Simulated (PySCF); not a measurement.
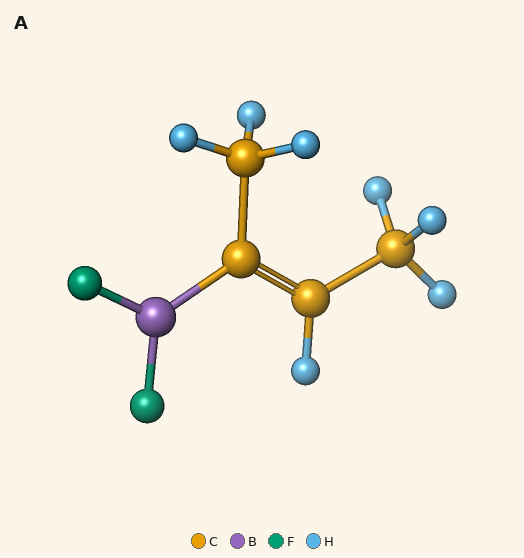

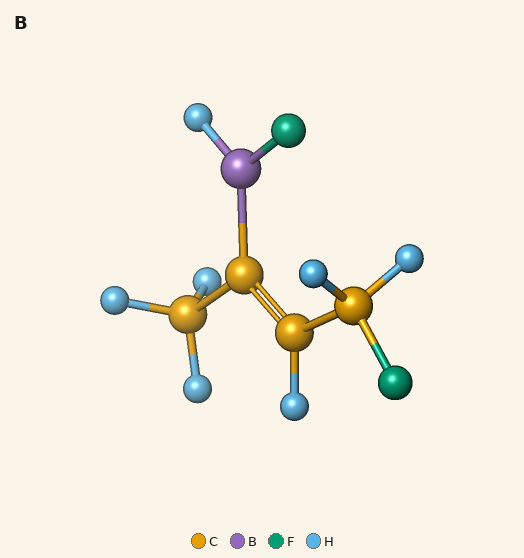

2 stationary structures of one formula. Geometries: GFN2-xTB. Electronic energies: PBE0/pcSseg-1 (PySCF 2.14.0), without zero-point energy. No frequency run is at hand to confirm each as a minimum. Each is one conformer, not always the lowest.

**How are they related?**

They are constitutional isomers of C4H7BF2: A `C/C=C(\C)B(F)F`, B `C/C(BF)=C/CF`.

**Which is lowest in energy, and by how much?**

A is lowest; B lies 60.0 kcal/mol above it.

The geometry is semi-empirical. Around B such bond lengths and angles can be off by a tenth of an ångström or more and by several degrees, and values that hang on the shape move with them.
